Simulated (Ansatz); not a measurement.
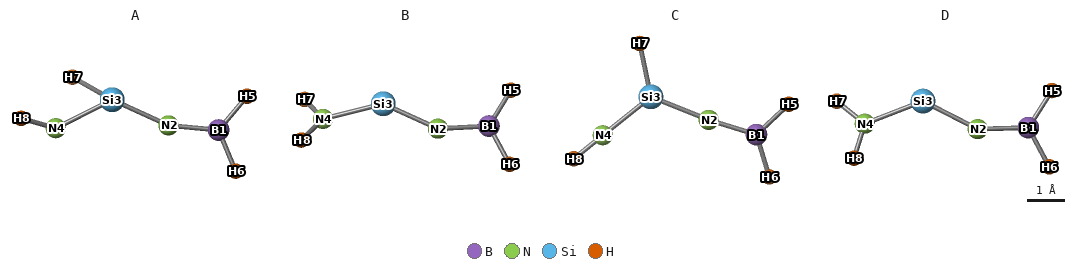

4 geometries from a converged minimum-energy path of BSiN₂H₄ (charge +1), shuffled. A ball-and-stick model, seen face on.

Computed with UKS PBE0/6-31G in Ansatz 0.2.0. Run with 7 movable images; climbing image; force threshold 0.05 eV/Å; iteration limit 42; starting path through a guess of the saddle point.

### Which frame is the top of the path?

A. In order along the path, whose images run from 0 to 8: D (image 1, +1.7 kcal/mol), B (image 2, +7.1 kcal/mol), A (image 4, +88.0 kcal/mol), C (image 7, +55.5 kcal/mol). A hydrogen atom shifts from one atom to another. Breaking: N4–H7 (1.01 → 1.69 at the top → 2.72 Å). Forming: Si3–H7 (2.40 → 1.62 at the top → 1.48 Å).
